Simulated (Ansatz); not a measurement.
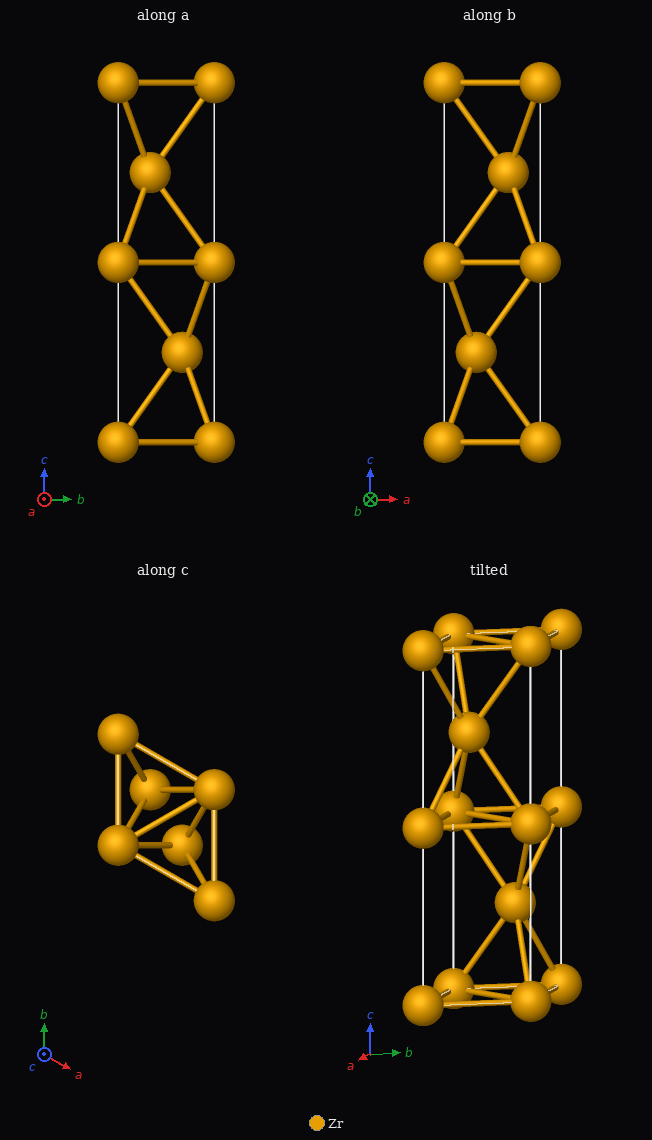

Ball-and-stick drawing of the structure, looking along the a axis, along the b axis, along the c axis and slightly off an axis. The lines enclose the conventional unit cell; boundary atoms appear with their images.

Lattice parameters: a = 3.0857 Å, b = 3.0857 Å, c = 9.9987 Å, α = 90.000°, β = 90.000°, γ = 120.000°.

Question: From the views, write a CIF with its space group and independent sites.

Answer:
```cif
data_structure
_symmetry_space_group_name_H-M 'P 63/m m c'
_symmetry_Int_Tables_number 194
_cell_length_a 3.0857
_cell_length_b 3.0857
_cell_length_c 9.9987
_cell_angle_alpha 90.000
_cell_angle_beta 90.000
_cell_angle_gamma 120.000
_cell_volume 82.45
loop_
_atom_site_label
_atom_site_type_symbol
_atom_site_symmetry_multiplicity
_atom_site_Wyckoff_symbol
_atom_site_fract_x
_atom_site_fract_y
_atom_site_fract_z
_atom_site_occupancy
Zr1 Zr 2 a 0.0000 0.0000 0.0000 1
Zr2 Zr 2 c 0.3333 0.6667 0.2500 1
```

It derives from a structure type filled with this element by a generator (whether the element takes this form wasn't checked). Earlier steps of the study may have refined or changed the cell and positions. It was run through Ansatz as a DFT input.

At this level of theory the cell isn't at rest (compressed, at 14 GPa), so its distances can differ from those at equilibrium, the more so the softer the solid.
